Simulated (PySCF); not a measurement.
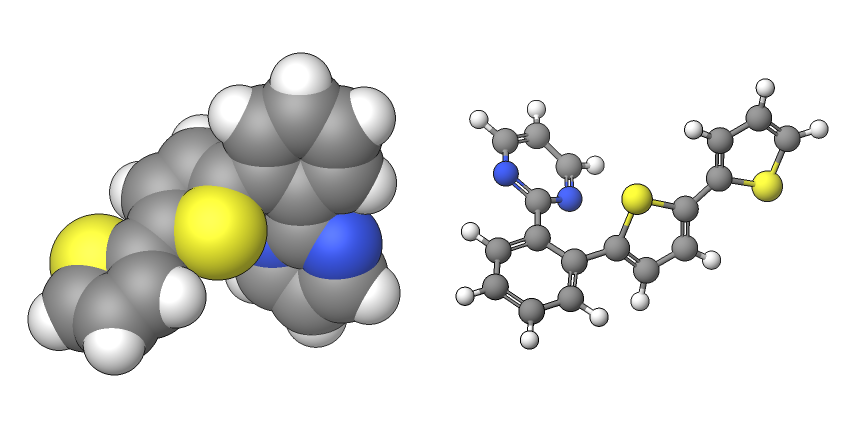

Two views of one molecule. Colours: carbon grey, nitrogen blue, sulfur yellow, hydrogen white.

The geometry was computed by an optimisation with GFN2-xTB. No frequency run is at hand to confirm it as a minimum.

Count the atoms of each element.

C18H12N2S2, 34 atoms: 18 carbon, 12 hydrogen, 2 nitrogen and 2 sulfur.

Does it have rings?

Independent rings (smallest set): 2 of 5 members, 2 of 6 members, 4 of them aromatic.

Write the SMILES.

c1cnc(-c2ccccc2-c2ccc(-c3cccs3)s2)nc1

What is the point group of this geometry?

C1.

More results for the same structure follow; atom numbers are the same in all pictures, views and colours differ.

## Ring current

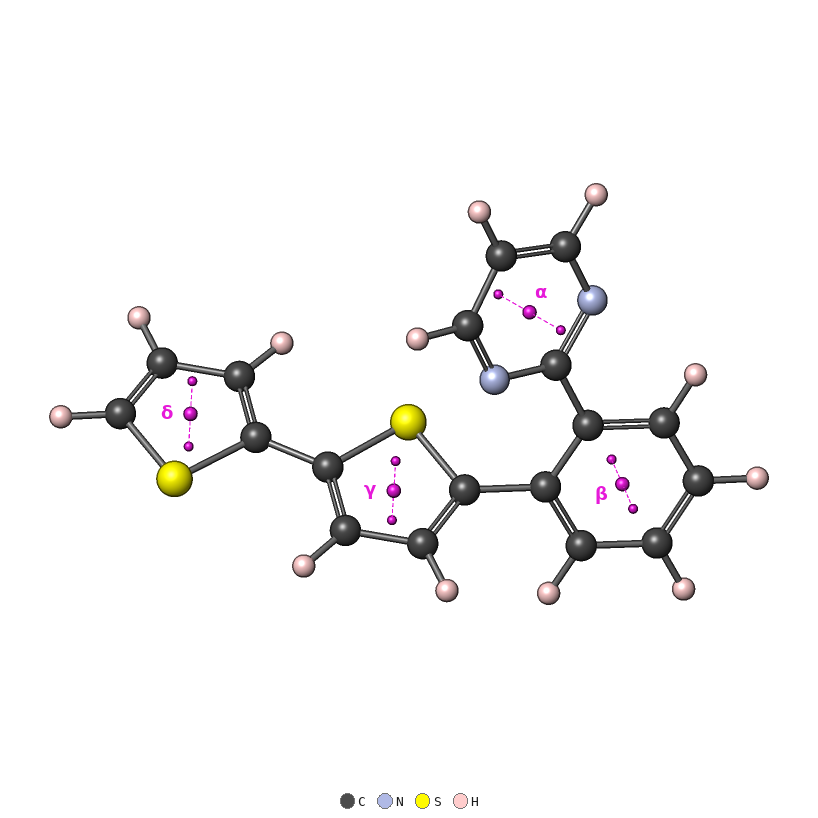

The small points mark where nucleus-independent chemical shifts (NICS) were computed: at the centre of each lettered ring and 1 Å above and below it. No frequency run is at hand to confirm it as a minimum. Properties computed with GIAO KT3/pcSseg-1 NMR shielding, non-relativistic, gas phase (PySCF 2.14.0).

Give NICS(0), NICS(1) and the out-of-plane component NICS(1)zz for each ring (means of the two sides).

| ring | members | NICS(0) | NICS(1) | NICS(1)zz |
| --- | --- | --- | --- | --- |
| α | C4N2 | −4.7 | −9.1 | −21.6 |
| β | C6 | −7.0 | −9.4 | −23.3 |
| γ | C4S | −9.6 | −7.7 | −17.6 |
| δ | C4S | −11.1 | −9.3 | −20.7 |

Values in ppm.

What do the values say about the ring currents?

Ring α: diatropic, as in an aromatic ring. Ring β: diatropic, as in an aromatic ring. Ring γ: diatropic, as in an aromatic ring. Ring δ: diatropic, as in an aromatic ring. NICS is one index among several.

## Excitation

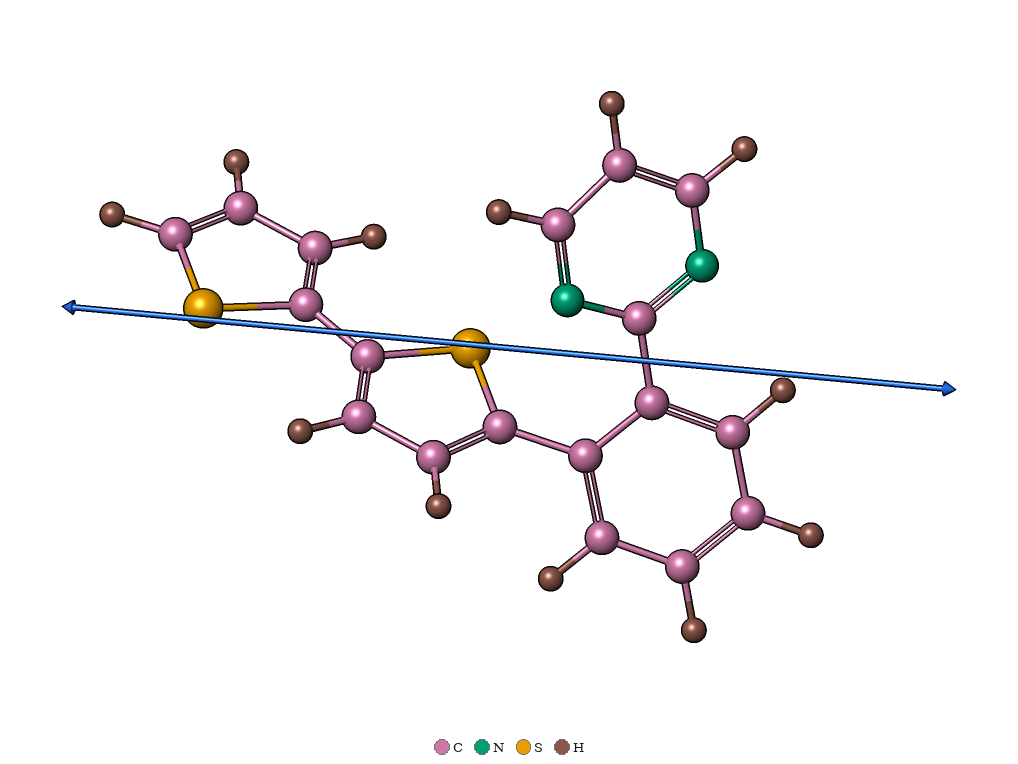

The double arrow shows the direction of the transition dipole to excited singlet state 1 (its length means nothing). No frequency run is at hand to confirm it as a minimum. Properties computed with TDA PBE0/6-31G*, vertical, gas phase, core orbitals frozen in the response, virtual orbitals cut by energy (PySCF 2.14.0).

Give its energy, strength and character.

3.23 eV (384 nm), oscillator strength 0.12, mainly HOMO → LUMO (weight 0.91); transition dipole 3.19 D.

## NMR shielding

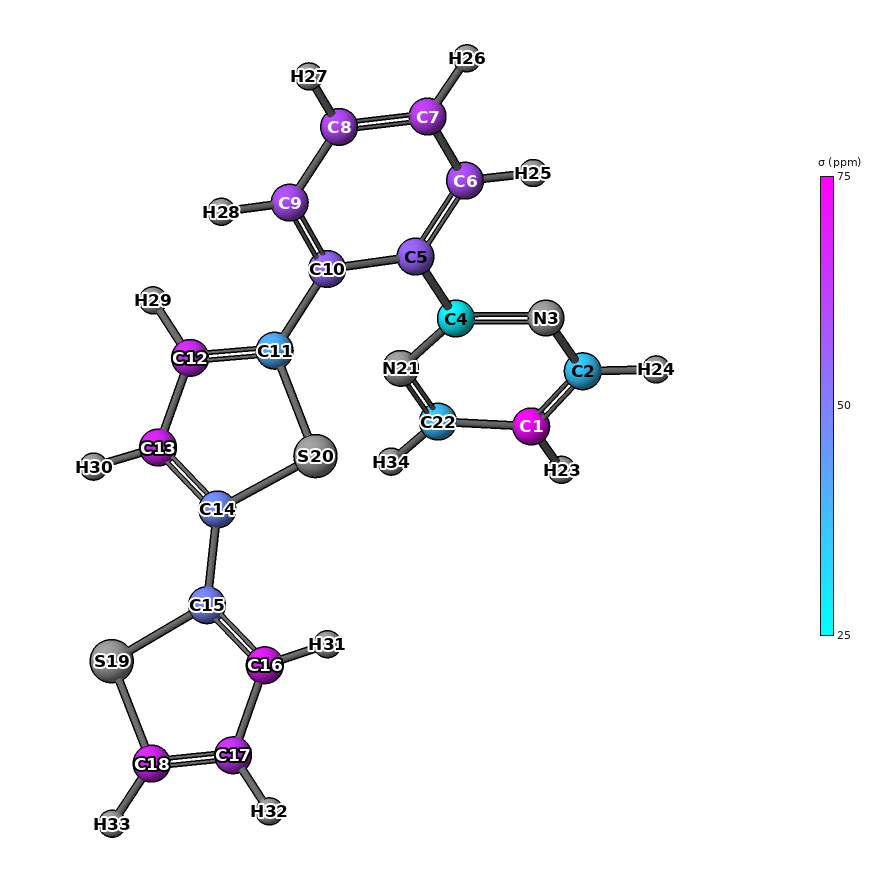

Atoms are coloured by their isotropic NMR shieldings (C only, the others grey). No frequency run is at hand to confirm it as a minimum. Properties computed with GIAO KT3/pcSseg-1 NMR shielding, non-relativistic, gas phase (PySCF 2.14.0).

Give the isotropic NMR shieldings of the C atoms atom by atom.

```csv
atom,σ (ppm)
C1,72.5
C2,35.6
C4,27.2
C5,55.2
C6,59.4
C7,62.6
C8,60.8
C9,59.4
C10,54.4
C11,40.8
C12,66.3
C13,67.9
C14,47.4
C15,48.8
C16,69.6
C17,64.7
C18,67.6
C22,36.8
```
